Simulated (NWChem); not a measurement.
# PBE0/6-31G(d) (spherical functions) run of OH− (hydroxide)

What is the vertical ionisation energy of OH− (hydroxide) at PBE0/6-31G* (spherical functions)? 

The calculation is run with NWChem 7.3.0.

15 further runs of the same task are left out: 15 set aside as unsound or not needed.

## Step 1: The system as given

OH− has 2 atoms, charge -1, and is taken as a singlet. As SMILES, `[OH-]`. The shape is that of a PBE0-D4/def2-TZVPD optimisation.

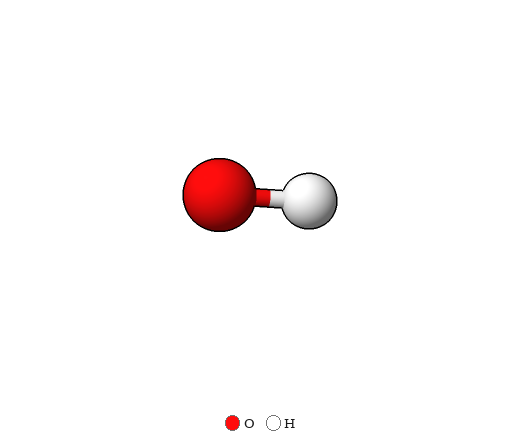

Viewed from a chosen angle; oxygen red, hydrogen white.

## Step 2: The energy at PBE0/6-31G(d) (spherical functions)

geom.nw reads:

```
start geom
title "HO PBE0"
memory total 2200 mb
charge -1
geometry units au noautosym nocenter noautoz
O   0.77818922 -0.24906590  0.40156680
H  -0.77818922  0.24906590 -0.40156680
end
basis "ao basis" spherical bse
* library 6-31G*
end
dft
xc pbe0
grid fine
convergence energy 0.01
iterations 100
mulliken
noprint "final vectors analysis"
end
task dft energy
```

Launch:

```bash
$ nwchem geom.nw > geom.out
```

Log:

```text
[...]
          Wavefunction type:  closed shell.
          No. of atoms     :     2
          No. of electrons :    10
[...]
          Charge           :    -1
          Spin multiplicity:     1
[...]
          AO basis - number of functions:    16
[...]
              XC Information
              --------------
                         PBE0 Method XC Functional
                     Hartree-Fock (Exact) Exchange  0.250
          PerdewBurkeErnzerhof Exchange Functional  0.750
            Perdew 1991 LDA Correlation Functional  1.000 local
           PerdewBurkeErnz. Correlation Functional  1.000 non-local
[...]
 d= 0,ls=0.0,diis     1    -75.5080642799 -7.99D+01  6.91D-02  1.32D+00     0.1
[...]
 d= 0,ls=0.0,diis     6    -75.6335215516 -5.99D-08  2.52D-06  4.64D-09     0.5
         Total DFT energy =      -75.633521551582
      One electron energy =     -117.196636000055
           Coulomb energy =       46.362076685930
    Exchange-Corr. energy =       -9.192529278928
 Nuclear repulsion energy =        4.393567041471
[...]
      Total Density - Mulliken Population Analysis
     ---------------------------------------------
    Atom       Charge   Shell Charges
 -----------   ------   -------------------------------------------------------
    1 O    8     9.20   2.00  0.87  2.83  1.08  2.41  0.01
    2 H    1     0.80   0.51  0.29
[...]
```

It took 1 s on 1 thread of Intel Xeon Platinum 8259CL at 2.50GHz (Skylake/Cascade Lake), shared host; peak memory 0.1 GiB.

## Step 3: Doublet neutral OH

mol.nw reads:

```
start mol
title "HO"
memory stack 880 mb heap 220 mb global 1100 mb

geometry noautosym nocenter noautoz
O        0.411800      -0.131800       0.212500
H       -0.411800       0.131800      -0.212500
end

basis spherical bse
* library 6-31G*
end

dft
xc pbe0
mult 2
grid fine
convergence energy 0.01
iterations 100
mulliken
noprint "final vectors analysis"
end

task dft energy
```

Launch:

```bash
$ nwchem mol.nw > mol.out
```

Log:

```text
[...]
          Wavefunction type:  spin polarized.
          No. of atoms     :     2
          No. of electrons :     9
[...]
          Charge           :     0
          Spin multiplicity:     2
[...]
          AO basis - number of functions:    16
[...]
              XC Information
              --------------
                         PBE0 Method XC Functional
                     Hartree-Fock (Exact) Exchange  0.250
          PerdewBurkeErnzerhof Exchange Functional  0.750
            Perdew 1991 LDA Correlation Functional  1.000 local
           PerdewBurkeErnz. Correlation Functional  1.000 non-local
[...]
 d= 0,ls=0.0,diis     1    -75.6264144263 -8.00D+01  8.87D-03  3.55D-02     0.2
[...]
 d= 0,ls=0.0,diis     7    -75.6409365087 -5.21D-08  1.84D-06  5.92D-10     0.7
[...]
         Total DFT energy =      -75.640936508745
      One electron energy =     -112.746605179538
           Coulomb energy =       41.544868299578
    Exchange-Corr. energy =       -8.832766986894
 Nuclear repulsion energy =        4.393567358110
[...]
      Total Density - Mulliken Population Analysis
     ---------------------------------------------
    Atom       Charge   Shell Charges
 -----------   ------   -------------------------------------------------------
    1 O    8     8.43   2.00  0.95  2.74  1.02  1.71  0.02
    2 H    1     0.57   0.48  0.09
[...]
      <S2> =      0.7521 (Exact =     0.7500)
[...]
```

Wall time 1.2 s (1 thread of Intel Xeon Platinum 8259CL at 2.50GHz (Skylake/Cascade Lake), shared host); peak memory 0.1 GiB.

## Step 4: Results

At PBE0/6-31G* (spherical functions):

| quantity | value |
| --- | --- |
| singlet OH−: total energy | -75.63352 Eh |
| doublet neutral OH: total energy | -75.64094 Eh |
| doublet neutral OH: dipole moment | 1.78 D |
| doublet neutral OH: ⟨S²⟩ | 0.752 |
| vertical detachment energy (to the doublet neutral) | -0.202 eV |

The species is unbound against losing an electron at this level, by 0.20 eV (−4.7 kcal/mol); missing correlation or diffuse functions can give that sign where the real anion is bound.
